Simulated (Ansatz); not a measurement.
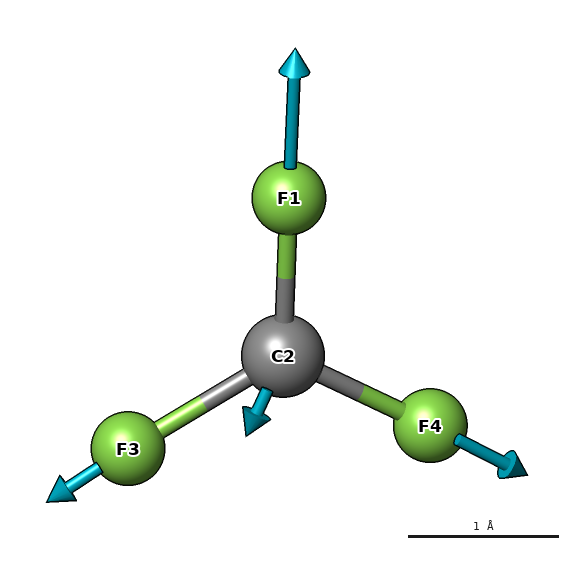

Arrows show the forces on the atoms, 0.2 Å of arrow for 1 eV/Å; forces under a tenth of the largest aren't drawn. Charge +1, singlet. Level of theory: PBE0-D4/def2-TZVPP (Ansatz 0.2.0).

**On which atom is the force largest, and how large is it?**

On F1: 4.44 eV/Å.

**Along which bond is the force strongest?**

F1–C2, now 1.180 Å: the forces push its atoms apart, so a first step downhill lengthens it.

List the force components in the frame of the picture (x right, y up, z towards the viewer), in eV/Å.

```csv
atom,Fx,Fy,Fz
F1,0.17,4.02,1.88
C2,−0.74,−1.61,−0.38
F3,−1.82,−1.20,−0.17
F4,2.38,−1.22,−1.34
```
